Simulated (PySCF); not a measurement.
# C5H7N2O+: NMR shifts at several levels of theory, part 2 of 2

PySCF 2.14.0. Atoms count from 0.

## (5) Shielding tensors: wB97X-D/pcSseg-2

The job: settings as JSON, then the geometry in Å.

```
{"job": {"kind": "nmr", "xc": "wB97X-D", "basis": "pcSseg-2", "pop": false}, "charge": 1, "multiplicity": 1}
C      2.583259    -0.479137    -0.087005
N      1.111218    -0.414839    -0.053784
C      0.396025    -1.553372     0.000692
C     -0.988828    -1.459584     0.067217
C     -1.595667    -0.225488     0.074612
N     -0.834530     0.927628     0.017436
O     -1.338920     2.046574     0.021882
C      0.526673     0.784112    -0.046983
H      2.888021    -1.259245    -0.794605
H      2.952588    -0.714862     0.920414
H      2.982143     0.486953    -0.413871
H      0.945476    -2.494765    -0.009292
H     -1.598627    -2.363742     0.111120
H     -2.671402    -0.045775     0.122208
H      1.107709     1.705363    -0.092000
```

Level: GIAO wB97X-D/pcSseg-2 NMR shielding, non-relativistic, gas phase.

Standard output:

```text
coarse grid: 12984 points
cycle   1  E = -378.8853290665  dE =  2.312e+00  |g| = 1.068e+00  |ddm| = 2.788e+00
cycle   2  E = -378.2183796861  dE =  6.669e-01  |g| = 2.135e+00  |ddm| = 4.077e+00
cycle   3  E = -379.1338514469  dE = -9.155e-01  |g| = 1.610e-01  |ddm| = 2.947e+00
cycle   4  E = -379.1369032872  dE = -3.052e-03  |g| = 1.252e-01  |ddm| = 2.015e-01
cycle   5  E = -379.1401480024  dE = -3.245e-03  |g| = 1.636e-02  |ddm| = 9.525e-02
cycle   6  E = -379.1402248367  dE = -7.683e-05  |g| = 9.569e-03  |ddm| = 2.623e-02
cycle   7  E = -379.1402509368  dE = -2.610e-05  |g| = 3.791e-03  |ddm| = 1.708e-02
cycle   8  E = -379.1402565910  dE = -5.654e-06  |g| = 1.422e-03  |ddm| = 1.089e-02
final grid: 126840 points
cycle   9  E = -379.1456960260  dE = -2.724e-04  |g| = 8.312e-03  |ddm| = 7.465e-02
cycle  10  E = -379.1456948033  dE =  1.223e-06  |g| = 9.221e-03  |ddm| = 1.103e-02
cycle  11  E = -379.1457106452  dE = -1.584e-05  |g| = 1.689e-03  |ddm| = 6.694e-03
cycle  12  E = -379.1457110639  dE = -4.187e-07  |g| = 8.699e-04  |ddm| = 2.051e-03
cycle  13  E = -379.1457111933  dE = -1.294e-07  |g| = 2.385e-04  |ddm| = 1.220e-03
cycle  14  E = -379.1457112085  dE = -1.519e-08  |g| = 6.748e-05  |ddm| = 2.199e-04
cycle  15  E = -379.1457112102  dE = -1.742e-09  |g| = 3.744e-05  |ddm| = 1.731e-04
cycle  16  E = -379.1457112107  dE = -4.902e-10  |g| = 1.070e-05  |ddm| = 7.726e-05
converged SCF energy = -379.1457112107

GIAO shielding tensors (ppm)
atom      isotropic    diamagn.    paramagn.     s11        s22        s33       span
  0 C      134.631     239.949    -105.318    100.426    118.405    185.063     84.637
  1 N       24.077     325.451    -301.374   -143.115      6.358    208.989    352.104
  2 C       40.695     257.295    -216.600    -47.015     22.640    146.461    193.476
  3 C       47.648     255.512    -207.864    -67.519     35.584    174.878    242.398
  4 C       14.890     256.135    -241.245    -66.832    -13.403    124.905    191.737
  5 N      -94.078     309.845    -403.924   -213.603   -192.295    123.663    337.267
  6 O     -223.082     387.931    -611.013   -690.514   -194.476    215.744    906.258
  7 C       23.525     260.901    -237.376    -51.692     20.719    101.548    153.240
  8 H       27.065      26.498       0.567     22.911     26.114     32.171      9.260
  9 H       26.911      26.383       0.528     23.645     24.744     32.343      8.699
 10 H       27.360      27.413      -0.053     22.921     26.801     32.359      9.438
 11 H       23.372      29.715      -6.343     19.762     22.752     27.601      7.838
 12 H       23.244      28.837      -5.593     20.766     22.811     26.154      5.387
 13 H       22.241      29.456      -7.216     20.085     21.514     25.124      5.039
 14 H       22.398      32.250      -9.852     18.962     21.539     26.693      7.730
```

Wall time 35 s (8 threads of AMD EPYC 9R45 (Zen 5), shared host).

Key values: δ C4 169.5, C7 160.9, C2 143.7, C3 136.8, H13 9.12, H14 8.96 ppm.

## (6) NMR shieldings: KT2/pcSseg-2

The job, as its differences from that of step 5:

```diff
@@ -1,2 +1,2 @@
-{"job": {"kind": "nmr", "xc": "wB97X-D", "basis": "pcSseg-2", "pop": false}, "charge": 1, "multiplicity": 1}
+{"job": {"kind": "nmr", "xc": "KT2", "basis": "pcSseg-2", "pop": false}, "charge": 1, "multiplicity": 1}
 C      2.583259    -0.479137    -0.087005
```

Level: GIAO KT2/pcSseg-2 NMR shielding, non-relativistic, gas phase.

Standard output:

```text
coarse grid: 12984 points
cycle   1  E = -385.3703282091  dE =  1.737e+00  |g| = 1.035e+00  |ddm| = 3.419e+00
cycle   2  E = -380.8117864962  dE =  4.559e+00  |g| = 3.449e+00  |ddm| = 2.755e+00
cycle   3  E = -385.3493964589  dE = -4.538e+00  |g| = 9.152e-01  |ddm| = 2.722e+00
cycle   4  E = -385.5608506244  dE = -2.115e-01  |g| = 3.741e-01  |ddm| = 8.555e-01
cycle   5  E = -385.5773742368  dE = -1.652e-02  |g| = 2.511e-01  |ddm| = 4.012e-01
cycle   6  E = -385.5930739371  dE = -1.570e-02  |g| = 9.902e-02  |ddm| = 2.414e-01
cycle   7  E = -385.5951076474  dE = -2.034e-03  |g| = 3.675e-02  |ddm| = 9.211e-02
cycle   8  E = -385.5953788293  dE = -2.712e-04  |g| = 1.750e-02  |ddm| = 3.501e-02
cycle   9  E = -385.5954392012  dE = -6.037e-05  |g| = 1.050e-02  |ddm| = 1.643e-02
cycle  10  E = -385.5954655319  dE = -2.633e-05  |g| = 2.334e-03  |ddm| = 8.540e-03
cycle  11  E = -385.5954665211  dE = -9.893e-07  |g| = 1.224e-03  |ddm| = 2.848e-03
final grid: 126840 points
cycle  12  E = -385.6194898635  dE = -6.176e-04  |g| = 1.025e-02  |ddm| = 3.697e-01
cycle  13  E = -385.6194018013  dE =  8.806e-05  |g| = 2.074e-02  |ddm| = 2.674e-02
cycle  14  E = -385.6194790956  dE = -7.729e-05  |g| = 1.220e-02  |ddm| = 2.845e-02
cycle  15  E = -385.6195122169  dE = -3.312e-05  |g| = 2.208e-03  |ddm| = 1.335e-02
cycle  16  E = -385.6195130216  dE = -8.047e-07  |g| = 1.338e-03  |ddm| = 2.517e-03
cycle  17  E = -385.6195135037  dE = -4.820e-07  |g| = 3.627e-04  |ddm| = 1.097e-03
cycle  18  E = -385.6195135286  dE = -2.491e-08  |g| = 1.272e-04  |ddm| = 3.412e-04
cycle  19  E = -385.6195135326  dE = -4.060e-09  |g| = 3.253e-05  |ddm| = 1.050e-04
cycle  20  E = -385.6195135329  dE = -2.369e-10  |g| = 1.461e-05  |ddm| = 3.541e-05
converged SCF energy = -385.6195135329

GIAO shielding tensors (ppm)
atom      isotropic    diamagn.    paramagn.     s11        s22        s33       span
  0 C      132.740     238.341    -105.601     98.447    115.746    184.027     85.580
  1 N       34.876     322.494    -287.618   -114.667     21.458    197.837    312.504
  2 C       52.527     259.162    -206.634    -24.004     38.184    143.401    167.405
  3 C       57.504     257.768    -200.263    -46.066     49.007    169.571    215.636
  4 C       28.481     257.390    -228.909    -42.698      5.802    122.339    165.037
  5 N      -64.970     310.837    -375.807   -165.410   -142.531    113.031    278.440
  6 O     -223.025     386.491    -609.515   -685.434   -171.833    188.193    873.626
  7 C       35.550     262.073    -226.524    -26.030     33.485     99.194    125.224
  8 H       26.957      26.382       0.575     23.032     25.940     31.899      8.867
  9 H       26.744      26.296       0.448     23.617     24.576     32.040      8.423
 10 H       27.289      27.569      -0.280     23.177     26.608     32.082      8.905
 11 H       23.567      28.733      -5.166     20.318     23.085     27.298      6.980
 12 H       23.444      27.240      -3.797     21.062     23.315     25.953      4.892
 13 H       22.520      28.544      -6.024     20.726     22.121     24.713      3.988
 14 H       22.618      31.843      -9.225     19.641     21.805     26.408      6.767
```

Run time: 21 s. Hardware: 8 threads of AMD EPYC 9R45 (Zen 5), shared host.

This run: δ C4 153.8, C7 146.7, C2 129.8, C3 124.8, H13 8.66, H14 8.56 ppm.

## (7) Shielding tensors: HF/pcSseg-2

The job, as its differences from that of step 6:

```diff
@@ -1,2 +1,2 @@
-{"job": {"kind": "nmr", "xc": "KT2", "basis": "pcSseg-2", "pop": false}, "charge": 1, "multiplicity": 1}
+{"job": {"kind": "nmr", "xc": "HF", "basis": "pcSseg-2", "pop": false}, "charge": 1, "multiplicity": 1}
 C      2.583259    -0.479137    -0.087005
```

Method: GIAO HF/pcSseg-2 NMR shielding, non-relativistic, gas phase.

Standard output:

```text
final grid: 126840 points
cycle   1  E = -376.6443106837  dE =  2.953e+00  |g| = 1.113e+00  |ddm| = 2.932e+00
cycle   2  E = -376.7667714744  dE = -1.225e-01  |g| = 9.881e-01  |ddm| = 2.328e+00
cycle   3  E = -376.9553337839  dE = -1.886e-01  |g| = 1.500e-01  |ddm| = 1.139e+00
cycle   4  E = -376.9602736079  dE = -4.940e-03  |g| = 5.250e-02  |ddm| = 2.314e-01
cycle   5  E = -376.9609734808  dE = -6.999e-04  |g| = 1.464e-02  |ddm| = 6.640e-02
cycle   6  E = -376.9610486494  dE = -7.517e-05  |g| = 5.852e-03  |ddm| = 2.327e-02
cycle   7  E = -376.9610665395  dE = -1.789e-05  |g| = 2.270e-03  |ddm| = 1.658e-02
cycle   8  E = -376.9610701809  dE = -3.641e-06  |g| = 1.027e-03  |ddm| = 7.349e-03
cycle   9  E = -376.9610711614  dE = -9.806e-07  |g| = 5.756e-04  |ddm| = 2.690e-03
cycle  10  E = -376.9610714413  dE = -2.799e-07  |g| = 3.073e-04  |ddm| = 1.019e-03
cycle  11  E = -376.9610715661  dE = -1.248e-07  |g| = 1.338e-04  |ddm| = 1.010e-03
cycle  12  E = -376.9610715837  dE = -1.753e-08  |g| = 6.222e-05  |ddm| = 3.822e-04
cycle  13  E = -376.9610715870  dE = -3.376e-09  |g| = 1.980e-05  |ddm| = 2.662e-04
cycle  14  E = -376.9610715873  dE = -2.400e-10  |g| = 1.070e-05  |ddm| = 7.007e-05
converged SCF energy = -376.9610715873

GIAO shielding tensors (ppm)
atom      isotropic    diamagn.    paramagn.     s11        s22        s33       span
  0 C      145.671     235.827     -90.156    114.672    132.390    189.951     75.280
  1 N       36.600     329.170    -292.570   -142.871     19.704    232.968    375.839
  2 C       40.280     254.499    -214.219    -59.397     22.332    157.904    217.302
  3 C       61.333     253.993    -192.661    -53.593     51.787    185.804    239.397
  4 C       17.544     253.602    -236.058    -72.704    -12.915    138.250    210.954
  5 N     -111.782     308.816    -420.598   -272.447   -220.088    157.188    429.634
  6 O     -104.424     388.324    -492.748   -384.448   -161.048    232.223    616.671
  7 C       25.821     258.498    -232.677    -59.501     21.146    115.818    175.319
  8 H       27.218      26.333       0.885     22.621     26.176     32.858     10.236
  9 H       27.105      26.325       0.780     23.521     24.741     33.053      9.533
 10 H       27.468      27.240       0.229     22.522     26.864     33.019     10.497
 11 H       23.162      29.522      -6.360     18.847     22.918     27.721      8.873
 12 H       23.520      29.287      -5.767     20.128     24.050     26.384      6.256
 13 H       21.807      29.393      -7.585     18.903     21.181     25.338      6.434
 14 H       21.912      31.867      -9.956     17.710     21.190     26.836      9.126
```

Wall time 17 s (8 threads of AMD EPYC 9R45 (Zen 5), shared host).

In short: δ C4 173.9, C7 165.7, C2 151.2, C3 130.1, H13 9.87, H14 9.77 ppm.

## (8) Run by run: NMR shifts

Shifts (ppm) of some atoms, chosen among heavy atoms and hydrogens apart, with basis size and wall time:

| run | C4 | C7 | C2 | H13 | H14 | N5 | O6 | functions | time |
| --- | --- | --- | --- | --- | --- | --- | --- | --- | --- |
| PBE0/pcSseg-2 | 166.8 | 158.4 | 140.7 | 9.04 | 8.88 | 348.5 | 565.9 | 386 | 28 s |
| PBE/pcSseg-2 | 163.2 | 154.1 | 136.2 | 8.71 | 8.54 | 337.7 | 589.0 | 386 | 21 s |
| wB97X-D/pcSseg-2 | 169.5 | 160.9 | 143.7 | 9.12 | 8.96 | 354.1 | 549.9 | 386 | 35 s |
| KT2/pcSseg-2 | 153.8 | 146.7 | 129.8 | 8.66 | 8.56 | 325.1 | 547.4 | 386 | 21 s |
| HF/pcSseg-2 | 173.9 | 165.7 | 151.2 | 9.87 | 9.77 | 372.5 | 430.8 | 386 | 17 s |

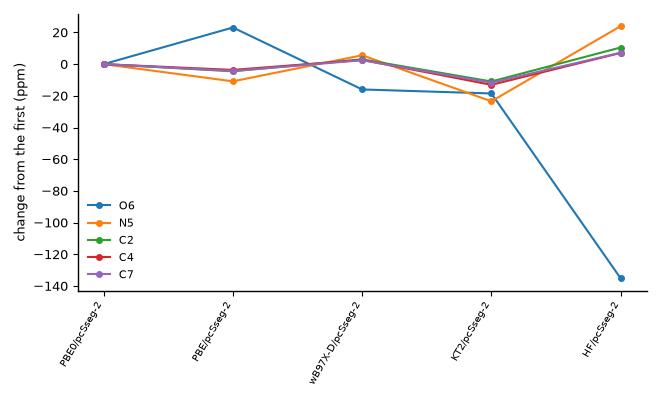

How five of the tabulated atoms move from run to run.

## (9) Results

What follows sums up all 2 parts.

| quantity | value |
| --- | --- |
| point group | C1 |
| rotational constants (main isotopes) | 3.89, 1.95, 1.31 GHz |
| 13C shifts against TMS (PBE0/pcSseg-2) | 166.8, 158.4, 140.7, 135.2, 49.7 ppm |
| 1H shifts against TMS (PBE0/pcSseg-2, means over atoms taken as alike) | 9.04, 8.88, 8.08, 7.90, 4.24 ppm |
| 15N shifts against NH3 (PBE0/pcSseg-2) | 348.5, 235.5 ppm |
| 17O shifts against H2O (PBE0/pcSseg-2) | 565.9 ppm |
| range of the shift of O6 | 430.8 to 589.0 ppm |

In words: Single values in the summary come from the first sound run of each kind (PBE0/pcSseg-2), which need not be the best level. The optimisation took 6 steps and gained 0.043 eV; among the close pairs (by a distance rule), C0–N1 changed most, from 1.446 to 1.474 Å. At PBE0/pcSseg-2: The largest span, 947 ppm, is at O6, where the paramagnetic term is -627 ppm. NICS(1)zz of -18 ppm above the planar ring from N1 marks a diatropic (aromatic) ring current. In ppm, O6 moves most: its shift spreads over 158.3 ppm, from 430.8 (HF/pcSseg-2) to 589.0 (PBE/pcSseg-2).
